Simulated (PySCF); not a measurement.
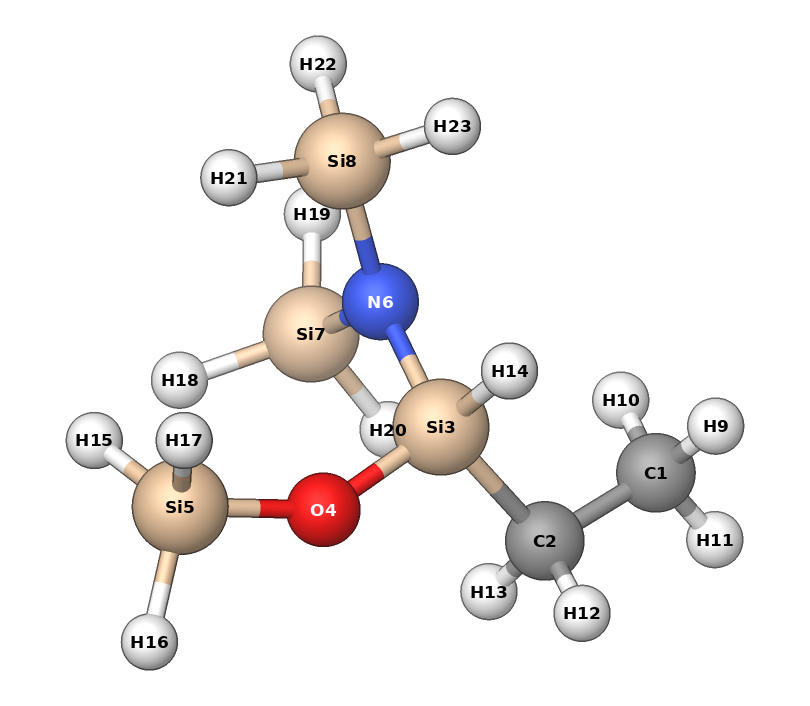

Computed geometry: GFN2-xTB optimisation. No frequency run is at hand to confirm it as a minimum. Electric field gradients from the ground-state density, PBE0/pcSseg-1 (PySCF 2.14.0), non-relativistic apart from any core potentials.

Give the largest field-gradient component, the quadrupole coupling constant and the asymmetry for 17O at O4 (Q = −25.6 mb), 14N at N6 (Q = 20.44 mb), 2H at H9 (Q = 2.86 mb), 2H at H10 (Q = 2.86 mb).

| atom | V_zz (a.u.) | e²qQ/h (MHz) | η |
| --- | --- | --- | --- |
| O4 | 1.017 | −6.12 | 0.12 |
| N6 | −0.531 | −2.55 | 0.17 |
| H9 | 0.315 | 0.211 | 0.03 |
| H10 | 0.314 | 0.211 | 0.03 |

The geometry is semi-empirical. Around Si such bond lengths and angles can be off by a tenth of an ångström or more and by several degrees, and values that hang on the shape move with them.
